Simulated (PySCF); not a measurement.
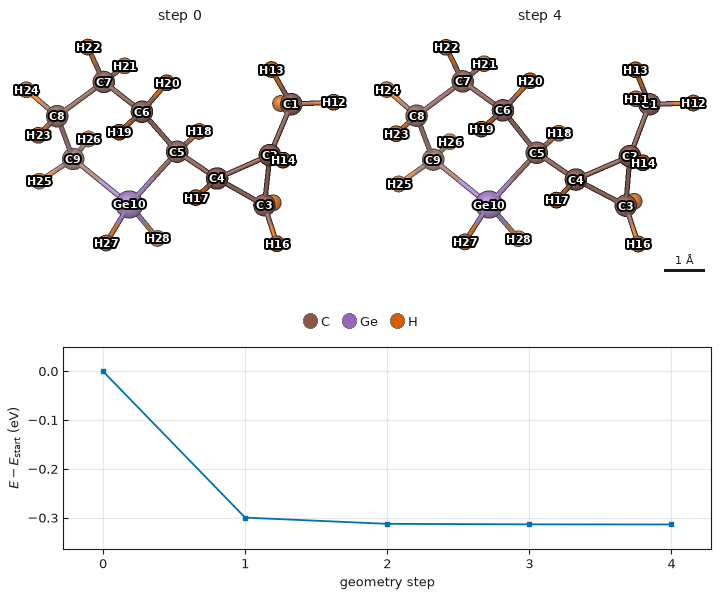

First and last geometry of a relaxation of C9H18Ge, with the history of the run. Style: ball-and-stick. Shown from a free direction.

The start comes from GFN2-xTB. Its atoms were then displaced at random by about 0.01 Å.

All numbers below come from PySCF, PBE0-D3(BJ)/def2-SVP geometry optimisation, gas phase. 

### Read the history and describe the run.

It converged. Over 4 geometry steps the energy falls by 0.314 eV. The largest move after the best rigid fit is that of an H atom, 0.19 Å. Largest moves by element: H 0.19 Å, C 0.08 Å, Ge 0.04 Å. Some distances before and after: Ge–H 1.493 → 1.547 Å, C–C 1.456 → 1.502 Å, C–H 1.062 → 1.101 Å, C–C 1.474 → 1.510 Å. Among the angles between lasting bonds that change: C–C–H 107.5° → 111.5°, H–Ge–H 105.4° → 108.9°, H–C–H 110.6° → 107.1°. The run took 6.6 min on 1 thread of AMD EPYC, with other jobs on the host.
